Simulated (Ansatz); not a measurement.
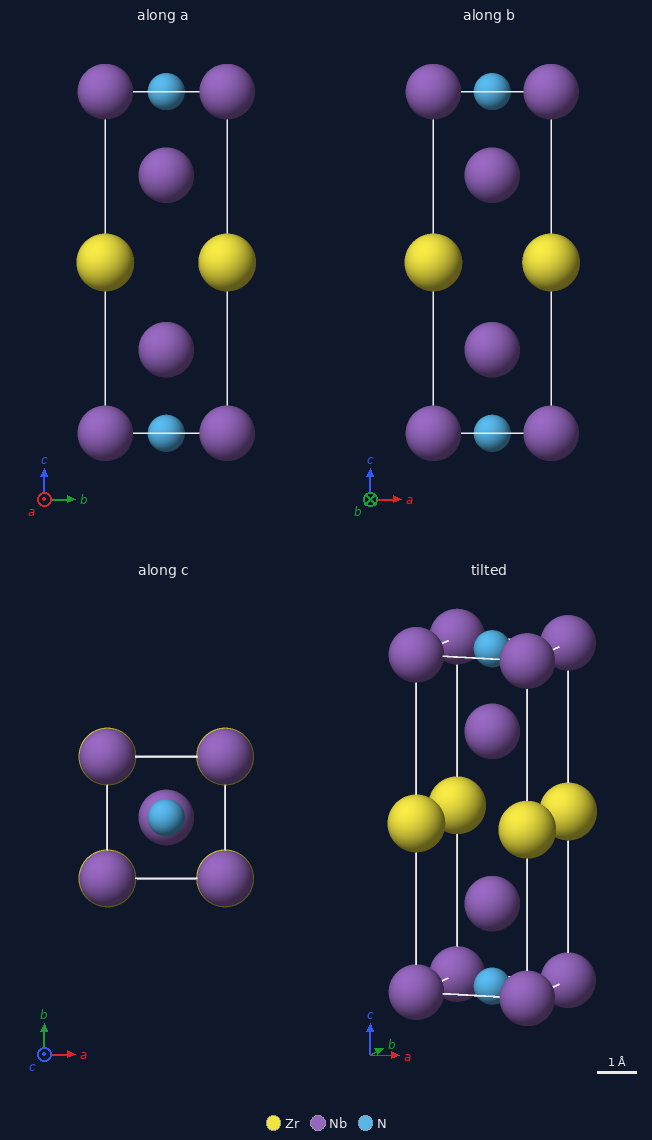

Structure drawing (spheres-only), viewed along the a axis, along the b axis, along the c axis and slightly off an axis. The conventional unit cell is outlined; an atom on or near a face, edge or corner is repeated at each equivalent position.

Lattice parameters: a = 3.026 Å, b = 3.133 Å, c = 8.784 Å, α = 90.00°, β = 90.00°, γ = 90.00°. Put a along x and b in the xy plane.

Reconstruct the structure as a POSCAR file, with free fractional coordinates to two decimals.

```
Zr Nb N
1.0
     3.026    0.000    0.000
     0.000    3.133    0.000
     0.000    0.000    8.784
Zr Nb N
1 3 1
Direct
  0.00 0.00 0.50
  0.50 0.50 0.76
  0.50 0.50 0.24
  0.00 0.00 0.00
  0.50 0.50 0.00
```

Provenance: a random cell made by a generator, so it need not be a real form of the compound. Atoms and cell were optimised with DFT PBE, scalar-relativistic, plane waves, PAW (Ansatz 0.2.0).
